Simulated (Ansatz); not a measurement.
# S2F2 (Difluorodisulfane): B3LYP/6-31G(d) (Cartesian functions)

Aim: the vertical ionisation energy of S2F2 (Difluorodisulfane) at B3LYP/6-31G* (Cartesian functions), from 2 runs. 

The calculation is run with Ansatz 0.2.0.

## Step 1: Starting point

S2F2: 4 atoms, total charge 0, spin state singlet. SMILES: `FSSF`. The shape is that of a PBE0-D4/def2-TZVP optimisation.

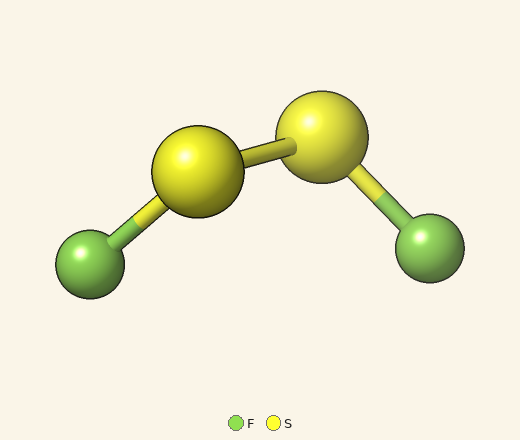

Viewed from a chosen angle; fluorine green, sulfur yellow.

## Step 2: The energy at B3LYP/6-31G(d) (Cartesian functions)

File molecule.yaml:

```yaml
crystal:
  periodic: [false, false, false]
  atoms:
    - symbol: F
      position_ang: [-1.783750, -0.199930, -0.621590]
    - symbol: S
      position_ang: [-0.467670, 0.764150, -0.632370]
    - symbol: S
      position_ang: [1.044990, -0.276390, -0.184720]
    - symbol: F
      position_ang: [1.206410, -0.287820, 1.438680]
basis:
  gaussian:
    orbitals: "6-31G*"
hamiltonian:
  xc: {name: B3LYP}
accuracy: high
output: {orbitals: {seedname: orbitals}}
```

The run is started by

```console
ansatz run molecule.yaml --threads 1 --pin off --max-ram 3480MiB --events-out events.jsonl --progress --plain --runs-dir runs
```

The log of the run:

```text
Warning: RAYON_NUM_THREADS=1 ignored (pool sized by the plan → 1); use --threads N
Functional definition: B3LYP
  name "B3LYP"
  parameter a0 = 0.2
  parameter ax = 0.72
  parameter ac = 0.81
  exchange = (1 - a0 - ax)*slater_x + ax*b88_x + a0*exact_x
  correlation = (1 - ac)*vwn_rpa_c + ac*lyp_c
1290 factors; integrals over basis functions are off by at most 2.9e-9 eV
mean field evaluation 1: about -27100.3316 eV, gradient 3.7e1 eV
mean field evaluation 2: about -27094.5567 eV, gradient 7.1e1 eV
mean field evaluation 4: about -27102.3846 eV, gradient 1.1e0 eV
mean field evaluation 8: about -27102.5208 eV, gradient 7.5e-2 eV
mean field evaluation 16: about -27102.5209 eV, gradient 1.2e-5 eV
mean field -27102.52086008 eV, -995.9992708594 hartree, gradient 2.2e-8 eV, S^2 0.000000; 0 other end points of the search recorded, 0 dependent functions left out
reference -27102.52088939 eV, -995.9992719368 hartree; 25, 25 occupied and 43, 43 virtual orbitals, 1290 factors
Total energy: -27102.52088939 eV, -995.9992719368 hartree
```

Run time: 4.8 s. Hardware: 1 thread of Arm Neoverse V1, shared host; peak memory 0.18 GiB.

## Step 3: The doublet cation at the same level

File run.yaml:

```yaml
crystal:
  periodic: [false, false, false]
  atoms:
    - {symbol: F, position_ang: [-1.783750, -0.199930, -0.621590]}
    - {symbol: S, position_ang: [-0.467670, 0.764150, -0.632370]}
    - {symbol: S, position_ang: [1.044990, -0.276390, -0.184720]}
    - {symbol: F, position_ang: [1.206410, -0.287820, 1.438680]}
basis:
  gaussian:
    orbitals: "6-31G*"
output:
  orbitals: {seedname: orbitals}
total_charge: 1
accuracy: high
hamiltonian:
  xc: {name: B3LYP}
magnetization:
  spin_polarized: true
  initial_magnetization: 1
```

The run is started by

```console
ansatz run run.yaml --threads 1 --pin off --max-ram 3480MiB --events-out events.jsonl --progress --plain --runs-dir runs
```

The log of the run, shortened:

```text
Warning: RAYON_NUM_THREADS=1 ignored (pool sized by the plan → 1); use --threads N
[... 7 set-up lines as earlier in the session ...]
1290 factors; integrals over basis functions are off by at most 2.9e-9 eV
mean field evaluation 1: about -27082.6332 eV, gradient 5.3e1 eV
mean field evaluation 2: about -27016.3958 eV, gradient 1.4e2 eV
mean field evaluation 4: about -27091.6533 eV, gradient 4.7e0 eV
mean field evaluation 8: about -27091.8886 eV, gradient 1.8e-1 eV
mean field evaluation 16: about -27091.8887 eV, gradient 1.2e-3 eV
mean field evaluation 32: about -27091.8887 eV, gradient 1.3e-7 eV
mean field -27091.88871514 eV, -995.6085467397 hartree, gradient 2.0e-8 eV, S^2 0.762577; 1 other end points of the search recorded, 0 dependent functions left out
reference -27091.88874373 eV, -995.6085477903 hartree; 25, 24 occupied and 43, 44 virtual orbitals, 1290 factors
Total energy: -27091.88874373 eV, -995.6085477903 hartree
```

It took 12 s on 1 thread of Arm Neoverse V1, shared host; peak memory 0.27 GiB.

## Step 4: Outcome

At B3LYP/6-31G* (Cartesian functions):

| quantity | value |
| --- | --- |
| singlet S2F2: total energy | -995.99927 Eh |
| singlet S2F2: HOMO energy | -7.91 eV |
| singlet S2F2: LUMO energy | -1.42 eV |
| singlet S2F2: HOMO–LUMO gap | 6.50 eV |
| doublet cation: total energy | -995.60855 Eh |
| doublet cation: HOMO energy (highest over α and β) | -15.15 eV |
| doublet cation: LUMO energy (lowest over α and β) | -13.36 eV |
| doublet cation: ⟨S²⟩ | 0.763 |
| vertical ionisation energy (to the doublet cation) | 10.632 eV |

The vertical ionisation energy comes to 10.63 eV (1026 kJ/mol). −ε(HOMO) before ionisation, 7.91 eV, is 2.72 eV below this ionisation energy.
